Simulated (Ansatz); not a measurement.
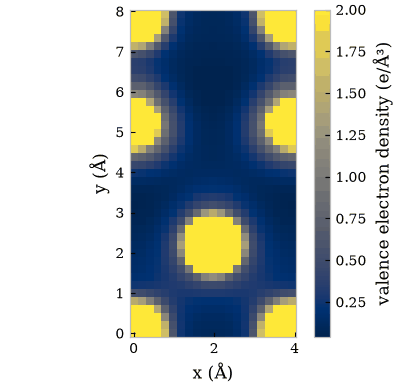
Figure: Valence electron density (e/Å³), cut off at 2 on a lattice plane, r²SCAN in the plane-wave PAW code Ansatz

Pick the material that matches.
(A) Nb, hcp (Mg type)
(B) SnMo2C, P6_3/mmc (Sn on 2d, Mo on 4f, C on 2a)
(C) Ta2SnN, P6_3/mmc (Sn on 2d, Ta on 4f, N on 2a)
(D) NbSnSe, P4/nmm (Nb on 2c, Sn on 2a, Se on 2c)

D, NbSnSe, P4/nmm (Nb on 2c, Sn on 2a, Se on 2c). Atoms in the plane, in fractions of its two edges: Nb at (0.00, 0.00), Sn at (0.50, 0.28), Se at (0.00, 0.66).

The density is the valence pseudo-density with augmentation charge, so density and ELF within about 1 Å of a nucleus are not all-electron values.

The start of the workflow was typed in or built on a structure type; neither database checked (COD, Materials Project) lists it. Whether it is the stable phase at ambient conditions was not checked. Symmetry was held in the r²SCAN relaxation; its stability against distortions is not shown here. The workflow began spin-polarised and lost its moments. The volume moved by -17 % from the start of the relaxation. Scalar-relativistic: spin–orbit coupling is off unless named, which matters more the heavier the elements.

Potentials: the earlier of the program's two PAW sets. The files were generated under PBE; for other functionals the program regenerates the frozen cores, and for LDA and PBEsol the local potential too.
